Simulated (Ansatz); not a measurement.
AlH2OCl: several calculations on one system

### Relaxation

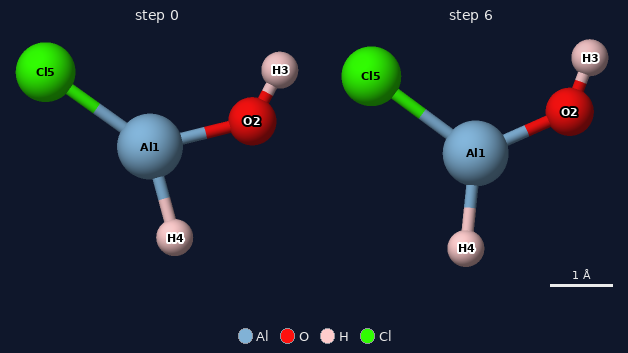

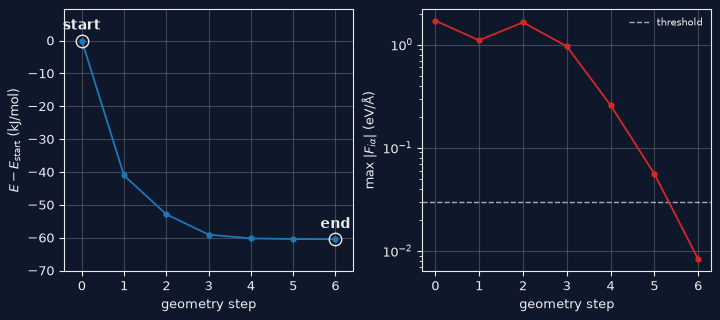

First and last geometry of a relaxation of AlH2OCl, with the history of the run. Style: ball-and-stick. Shown face on.

The run prepares an end point of a later path (reaction) calculation, from a guessed geometry.

Level of theory: RHF/def2-SVP in Ansatz.

Input
```yaml
crystal:
  periodic: [false, false, false]
  atoms:
    - { symbol: Al, position_ang: [0.281527, 0.004617, -0.068337] }
    - { symbol: O, position_ang: [0.7532, -0.131755, 1.575852] }
    - { symbol: H, position_ang: [0.256296, -0.240814, 2.370989] }
    - { symbol: H, position_ang: [1.764619, 0.072066, -0.457008] }
    - { symbol: Cl, position_ang: [-1.609741, 0.014487, -0.939097] }
basis:
  gaussian: { orbitals: def2-SVP }
hamiltonian:
  xc: hf
relax:
  f_tol: 0.03
  max_steps: 50
```

Run as
```bash
ansatz run input.yaml --threads 1 --pin off --max-ram 2048MiB --backend cpu --events-out ev --progress --plain --runs-dir out
```

**Did the run converge, and what did it change?**

It converged. The largest move after the best rigid fit is that of H4, 0.41 Å. By element the largest moves are H 0.41 Å, Al 0.22 Å, Cl 0.20 Å, O 0.16 Å. Among the contacts that change: Al1–O2 1.716 → 1.675 Å, Al1–Cl5 2.082 → 2.106 Å, Al1–H4 1.535 → 1.556 Å. Bond angles that change, for instance: O2–Al1–H4 88.9° → 119.9°, H4–Al1–Cl5 140.5° → 120.5°, O2–Al1–Cl5 130.6° → 119.5°. After 6 geometry steps the energy has fallen by 60.5 kJ/mol. The largest force component goes from 1.7 to 0.0083 eV/Å.

```json
{"step": "0", "E − E(0), kJ/mol": "0.00", "largest force component, eV/Å": "1.7053"}
{"step": "1", "E − E(0), kJ/mol": "-41.08", "largest force component, eV/Å": "1.1001"}
{"step": "2", "E − E(0), kJ/mol": "-52.88", "largest force component, eV/Å": "1.6418"}
{"step": "3", "E − E(0), kJ/mol": "-59.06", "largest force component, eV/Å": "0.9646"}
{"step": "4", "E − E(0), kJ/mol": "-60.22", "largest force component, eV/Å": "0.2593"}
{"step": "5", "E − E(0), kJ/mol": "-60.42", "largest force component, eV/Å": "0.0559"}
{"step": "6", "E − E(0), kJ/mol": "-60.46", "largest force component, eV/Å": "0.0083"}
```

Limits of the set-up: Hartree-Fock leaves out electron correlation.

### Relaxation

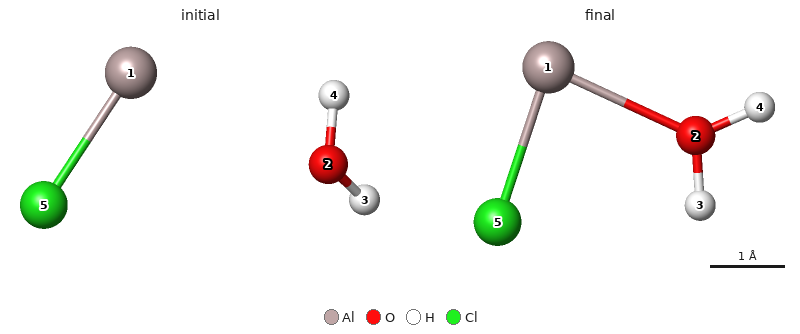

The structure of AlH2OCl before (left) and after (right) a relaxation, at one scale.

The picture is a ball-and-stick view, seen at a tilt.

The run prepares an end point of a later path (reaction) calculation, from a guessed geometry.

Method: Ansatz 0.2.0, RHF/def2-SVP.

Input file:
```yaml
crystal:
  periodic: [false, false, false]
  atoms:
    - { symbol: Al, position_ang: [-0.153624, -0.23512, -1.233735] }
    - { symbol: O, position_ang: [1.064514, 0.236262, 1.437474] }
    - { symbol: H, position_ang: [1.01819, -0.355465, 2.176495] }
    - { symbol: H, position_ang: [1.701097, -0.15734, 0.822314] }
    - { symbol: Cl, position_ang: [-2.184277, 0.230264, -0.720148] }
basis:
  gaussian: { orbitals: def2-SVP }
hamiltonian:
  xc: hf
relax:
  f_tol: 0.03
  max_steps: 50
```

Launched with:
```bash
ansatz run input.yaml --threads 1 --pin off --max-ram 2048MiB --backend cpu --events-out ev --progress --plain --runs-dir out
```

**Describe what moved and what it gained.**

The energy falls by 32.5 kJ/mol in 12 accepted moves (14 points after the start). The largest force component goes from 1 to 0.0056 eV/Å. The line search rejected the trial steps at points 2, 11 of the run. The largest move after the best rigid fit is that of H3, 0.92 Å. Largest moves by element: H 0.92 Å, Cl 0.77 Å, O 0.66 Å, Al 0.30 Å. Some distances before and after: Al1–O2 2.973 → 2.198 Å, Al1–Cl5 2.146 → 2.212 Å, O2–H4 0.969 → 0.948 Å. New bonds form, among them: Al1–O2 (2.97 → 2.20 Å). Among the angles between lasting bonds that change: H3–O2–H4 105.9° → 110.3°.

Limits of the set-up: the start holds two separate molecules, 2.8 Å apart at their closest, whose relative position is a soft coordinate and is computed without a dispersion correction; Hartree-Fock leaves out electron correlation.

### Path

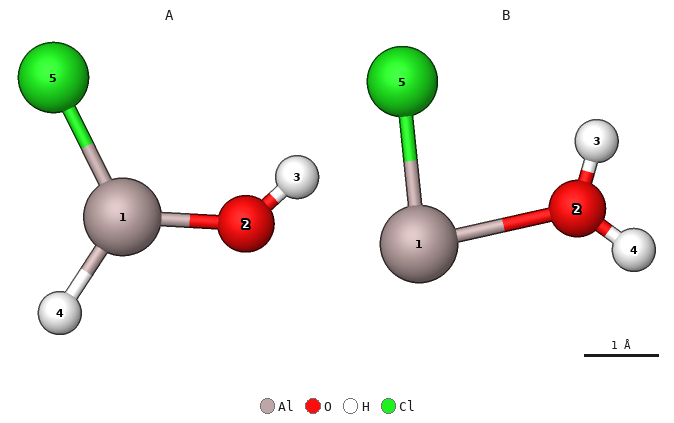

The two relaxed end points of a path for AlH2OCl. A ball-and-stick model, seen face on.

Computed with RHF/def2-SVP (Ansatz).

Settings: 9 movable images; climbing image; force threshold 0.03 eV/Å; iteration limit 60.

Start:
```xyz
5

Al    0.4742   -0.0073    0.0390
O     0.6448   -0.1591    1.6982
H     0.0450   -0.2449    2.4171
H     1.7357    0.1159   -0.8627
Cl   -1.4537    0.0140   -0.8092
```

End:
```xyz
5

Al    0.1255    0.0914   -1.1415
O     0.9474   -0.0695    0.8905
H     0.3437   -0.1632    1.6191
H     1.8424   -0.0760    1.2028
Cl   -1.8132   -0.0640   -0.0885
```

**What barrier does the band find between them, and by what path?**

The energy climbs by 3.94 eV to image 6 and then falls by 2.30 eV, so the end point sits at +1.64 eV. A hydrogen atom shifts from one atom to another. Breaking: Al1–H4 (1.56 → 1.71 at the top → 2.91 Å). Forming: O2–H4 (2.80 → 1.33 at the top → 0.95 Å). The band is converged. At the top, the vibrational analysis gives one imaginary mode (1981i cm⁻¹), as a transition state must have.

Energies of the converged images:

```tsv
image	path (Å)	E (eV)
0	0.00	0.000
1	0.44	0.062
2	0.89	0.085
3	1.33	0.144
4	1.77	0.911
5	2.22	2.490
6	2.66	3.937
7	3.11	2.512
8	3.55	1.855
9	4.00	1.692
10	4.45	1.638
```

The geometry at the top of the path:

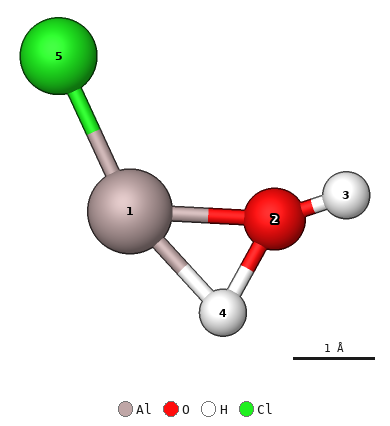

Limits of the set-up: Hartree-Fock leaves out electron correlation.
